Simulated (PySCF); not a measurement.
# C4H4F+ (SMILES FC1=CC[CH+]1): levels of theory compared

We compute a comparison of 6 runs (HF/STO-3G, HF/def2-SVP, B2PLYP/6-31G*, B3LYP/6-31G*, CAM-B3LYP/def2-SVP, PBE0/def2-SVP) of C4H4F+. The job is set up through a Python script.

The calculation is run with PySCF 2.14.0.

## (1) Starting point

The species is C4H4F+ (9 atoms), meant as a singlet with charge +1. SMILES: `FC1=CC[CH+]1`. Geometry: relaxed at GFN2-xTB.

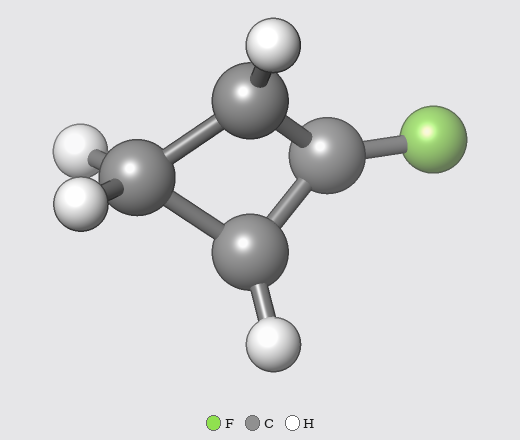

The structure, seen from a chosen angle (fluorine green, carbon grey, hydrogen white).

## (2) Energy and gradient at HF/STO-3G (run 1)

Input file geometry.xyz:

```xyz
9

F      1.027720     1.567890     1.594400
C      0.471440     0.820500     0.732670
C      0.822930    -0.029300    -0.314570
C     -0.549010    -0.291530    -0.848570
C     -0.622070    -0.036060     0.623450
H      1.726960    -0.603210    -0.469190
H     -0.779860    -1.291180    -1.211590
H     -0.968490     0.479080    -1.488930
H     -1.129630    -0.616200     1.382330
```

Input file calc.py:

```python
import pyscf.grad
from pyscf import gto, scf

mol = gto.M(
    atom='geometry.xyz',
    basis='sto-3g',
    charge=1,
    verbose=4,
    max_memory=1860,
    spin=0,
)

calc0 = scf.RHF(mol)
calc0.conv_tol = 1e-10
calc0.kernel()
if not calc0.converged:
    calc0 = calc0.newton().run(calc0.mo_coeff, calc0.mo_occ)

e_final = calc0.e_tot
print(f'total energy: {e_final:.8f} hartree')
grad = calc0.Gradients().kernel()
calc0.analyze()
```

The run is started by

```sh
OMP_NUM_THREADS=1 python calc.py
```

What it wrote:

```text
PySCF version 2.14.0

[... 66 lines left out ...]
total energy: -249.65158685 hartree
[... 16 lines left out ...]
Two-electron Coulomb Energy =          271.865648327766564
[... 6 lines left out ...]
MO #4   energy= -11.4130765968339  occ= 2
[... 4 lines left out ...]
MO #9   energy= -1.10841469685391  occ= 2
[... 4 lines left out ...]
MO #14  energy= -0.835678875689211 occ= 2
[... 4 lines left out ...]
MO #19  energy= -0.033487307768166 occ= 0
[... 4 lines left out ...]
MO #24  energy= 0.394628493565291  occ= 0
[... 4 lines left out ...]
MO #29  energy= 0.773898811937001  occ= 0
[... 42 lines left out ...]
WARN: System has nonzero charge 1; the dipole moment is origin-dependent.
Location of origin: [0. 0. 0.]

Dipole moment(X, Y, Z, Debye):  0.55001, -0.26017,  0.84399
```

Wall time 4.2 s (1 thread of Intel Xeon at 2.50GHz (Skylake/Cascade Lake), shared host); peak memory 0.12 GiB.

## (3) Energy and forces at HF/def2-SVP (run 2)

Input file job.py:

```python
import pyscf.grad
from pyscf import gto

mol = gto.M(
    atom='''
F        1.027720       1.567890       1.594400
C        0.471440       0.820500       0.732670
C        0.822930      -0.029300      -0.314570
C       -0.549010      -0.291530      -0.848570
C       -0.622070      -0.036060       0.623450
H        1.726960      -0.603210      -0.469190
H       -0.779860      -1.291180      -1.211590
H       -0.968490       0.479080      -1.488930
H       -1.129630      -0.616200       1.382330
''',
    max_memory=1860,
    charge=1,
    basis='def2-svp',
    verbose=4,
)

mf = mol.RHF()
mf.conv_tol = 1e-10
mf.kernel()
if not mf.converged:
    mf = mf.newton().run(mf.mo_coeff, mf.mo_occ)

etot = mf.e_tot
print('E = %.10f Eh' % etot)
grad = mf.Gradients().kernel()
mf.analyze()
```

The run is started by

```sh
OMP_NUM_THREADS=1 python job.py
```

What it wrote:

```text
PySCF version 2.14.0

[... 67 lines left out ...]
converged SCF energy = -252.671738846773
[... 26 lines left out ...]
MO #6   energy= -1.89730867836864  occ= 2
[... 11 lines left out ...]
MO #18  energy= -0.660113118632467 occ= 2
[... 11 lines left out ...]
MO #30  energy= 0.34987073902831   occ= 0
[... 11 lines left out ...]
MO #42  energy= 0.667300243118076  occ= 0
[... 11 lines left out ...]
MO #54  energy= 1.45257274092616   occ= 0
[... 11 lines left out ...]
MO #66  energy= 1.93728168912327   occ= 0
[... 11 lines left out ...]
MO #78  energy= 2.6203625321888    occ= 0
[... 11 lines left out ...]
MO #90  energy= 4.17115243978698   occ= 0
[... 103 lines left out ...]
WARN: System has nonzero charge 1; the dipole moment is origin-dependent.
Location of origin: [0. 0. 0.]

Dipole moment(X, Y, Z, Debye):  0.12352, -0.75567,  0.18426
```

Wall time 17 s (1 thread of Intel Xeon at 2.50GHz (Skylake/Cascade Lake), shared host); peak memory 0.18 GiB.

Runs 3 to 5 aren't shown in full; the table further down has their settings and results.

## (4) Energy and gradient at PBE0/def2-SVP (run 6)

Input file run.py:

```python
from pyscf import gto, dft

molecule = gto.M(
    atom=[
    ('F', (1.027720, 1.567890, 1.594400)),
    ('C', (0.471440, 0.820500, 0.732670)),
    ('C', (0.822930, -0.029300, -0.314570)),
    ('C', (-0.549010, -0.291530, -0.848570)),
    ('C', (-0.622070, -0.036060, 0.623450)),
    ('H', (1.726960, -0.603210, -0.469190)),
    ('H', (-0.779860, -1.291180, -1.211590)),
    ('H', (-0.968490, 0.479080, -1.488930)),
    ('H', (-1.129630, -0.616200, 1.382330)),
],
    verbose=4,
    basis='def2-svp',
    max_memory=1860,
    charge=1,
    spin=0,
)

calc0 = dft.RKS(molecule)
calc0.xc = 'pbe0'
calc0.conv_tol = 1e-10
calc0.grids.level = 5
calc0.kernel()
if not calc0.converged:
    calc0 = calc0.newton().run(calc0.mo_coeff, calc0.mo_occ)

e_final = calc0.e_tot
print(f'total energy: {e_final:.8f} hartree')
grad = calc0.nuc_grad_method().kernel()
calc0.analyze()
```

The run is started by

```sh
OMP_NUM_THREADS=1 python run.py
```

What it wrote:

```text
PySCF version 2.14.0

[... 79 lines left out ...]
total energy: -253.81250072 hartree
[... 26 lines left out ...]
MO #6   energy= -1.53858299288068  occ= 2
[... 11 lines left out ...]
MO #18  energy= -0.561635602161206 occ= 2
[... 11 lines left out ...]
MO #30  energy= 0.181742948188813  occ= 0
[... 11 lines left out ...]
MO #42  energy= 0.466602931832853  occ= 0
[... 11 lines left out ...]
MO #54  energy= 1.17803199604026   occ= 0
[... 11 lines left out ...]
MO #66  energy= 1.65176485562585   occ= 0
[... 11 lines left out ...]
MO #78  energy= 2.30003455517113   occ= 0
[... 11 lines left out ...]
MO #90  energy= 3.75009322683531   occ= 0
[... 103 lines left out ...]
WARN: System has nonzero charge 1; the dipole moment is origin-dependent.
Location of origin: [0. 0. 0.]

Dipole moment(X, Y, Z, Debye):  0.30065, -0.44370,  0.46034
```

Wall time 70 s (1 thread of Intel Xeon at 2.50GHz (Skylake/Cascade Lake), shared host); peak memory 0.91 GiB.

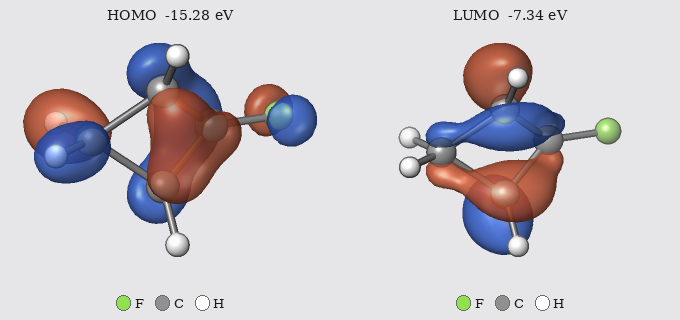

Frontier orbitals of this run, surfaces at ±0.2 Å^-3/2.

## (5) All runs side by side

```tsv
run	level	task	frozen core orbitals	energy (Eh)	HOMO energy (eV)	LUMO energy (eV)	HOMO–LUMO gap (eV)	wall time
1	HF/STO-3G	gradient	–	-249.651587	-16.78	-0.91	15.87	4.2 s
2	HF/def2-SVP	gradient	–	-252.671739	-17.96	-2.97	14.99	17 s
3	B2PLYP/6-31G* (spherical functions)	energy	5	-254.023363	-16.12	-5.41	10.71	38 s
4	B3LYP/6-31G* (Cartesian functions)	gradient	–	-254.279010	-14.86	-7.32	7.54	64 s
5	CAM-B3LYP/def2-SVP	gradient	–	-253.970965	-16.56	-6.07	10.49	82 s
6	PBE0/def2-SVP	gradient	–	-253.812501	-15.28	-7.34	7.94	70 s
```

## (6) Outcome

| quantity | value |
| --- | --- |
| run 6: total energy | -253.81250 Eh |
| run 6: HOMO energy | -15.28 eV |
| run 6: LUMO energy | -7.34 eV |
| run 6: HOMO–LUMO gap | 7.94 eV |
| run 6: largest force on an atom | 0.654 eV/Å |

In words: The HOMO–LUMO gap runs from 7.54 eV (B3LYP/6-31G*) to 15.87 eV (HF/STO-3G). The two ends differ in method and basis. Totals of different functionals can't be ranked against each other. In run 1 the basis is minimal, so the values are rough. All runs together took 4.6 min, the longest 82 s.
